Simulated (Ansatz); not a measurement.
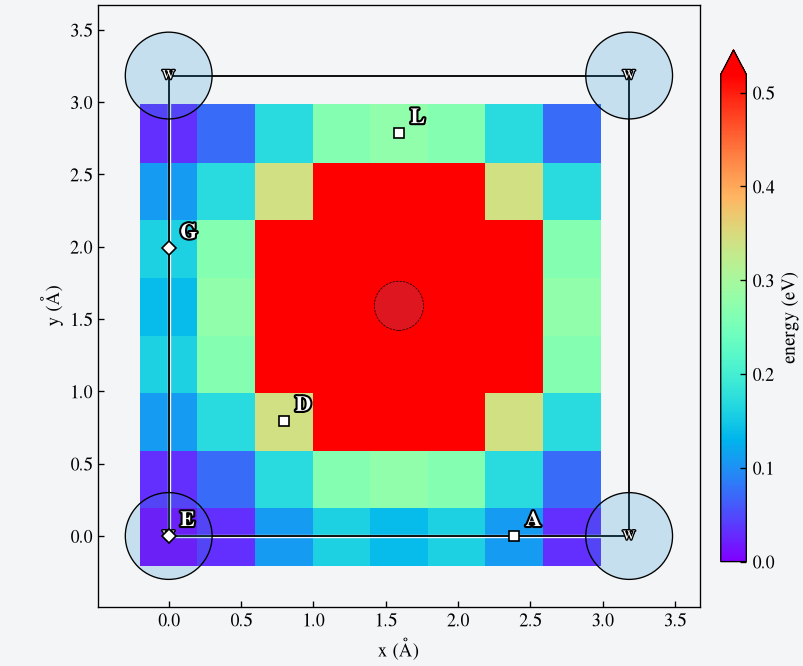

F on a W(100) slab cut from the Im-3m phase, its upper half relaxed before the scan (16 atoms of substrate and one adsorbate in a 2 × 2 cell). F is moved over the surface cell; relaxed at each place: the height of the adsorbate's atoms; substrate rigid; the origin of the map has the adsorbate above W13. Places are given modulo a cell vector. The map is drawn in real space over the plane of the surface. The scan uses an 8 × 8 grid; 15 points were computed and 49 follow by symmetry. Places are given in fractions of the 1 × 1 surface cell. All energies are given in eV relative to the lowest grid point. The runs have no spin polarisation; a magnetic state may lie lower. Level of theory: Ansatz, DFT PBE, scalar-relativistic, plane waves, PAW. Settings: cutoff 420 eV, k-mesh 4×4×1, gaussian smearing 0.1 eV, no spin polarisation.

In the figure: one coloured cell a grid point, labelled circles for the atoms of the top layer and small ones for the second layer, the outline of one cell of the plane, one colour for all values above the top of the scale, lettered points.

Is G the lowest point of the computed grid?

No. G lies 0.16 eV above the lowest grid point, which is at the top site over a surface W atom, (0/8, 0/8) of the cell vectors.

What kind of point is each of D, E, G, L: minimum, saddle, maximum or slope?

D: on a slope; E: minimum; G: saddle point; L: on a slope. (In these two coordinates alone; a stationary point may lie a little off the grid point.)

PAW datasets: the set soft_1.
